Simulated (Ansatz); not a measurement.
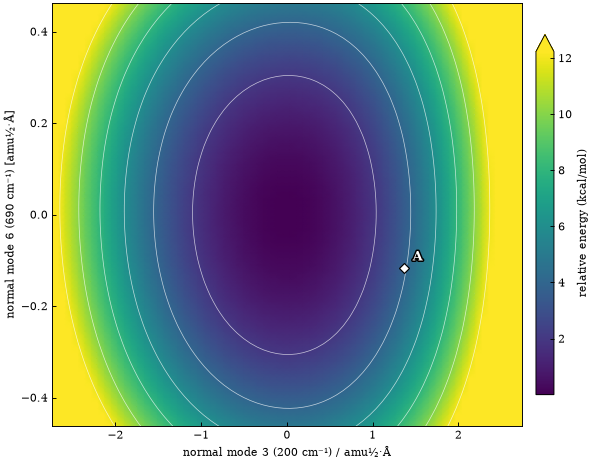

ClFGeHI, SMILES [F][GeH]([Cl])[I]. The first coordinate is: normal mode 3 (200 cm⁻¹); the second: normal mode 6 (690 cm⁻¹). Nothing is relaxed (straight displacements along the two mass-weighted modes). The scan uses a 9 × 9 grid. Points are written as (first, second). Energies: kcal/mol, counted from the lowest grid point. The calculation used RKS r2SCAN-D4/def2-SVP in Ansatz 0.2.0.

The picture shows a smooth colour map with a few white contour lines, one colour for all values above the top of the scale, the point A. Between grid points the surface is interpolated.

**Is A at rest? If not, where is it pushed?**

A, at (1.37 amu½·Å, −0.116 amu½·Å), is not a stationary point. The computed force is 5.6 kcal/mol for each amu½·Å towards smaller values of normal mode 3 (200 cm⁻¹) and 4.8 kcal/mol for each amu½·Å towards larger values of normal mode 6 (690 cm⁻¹).
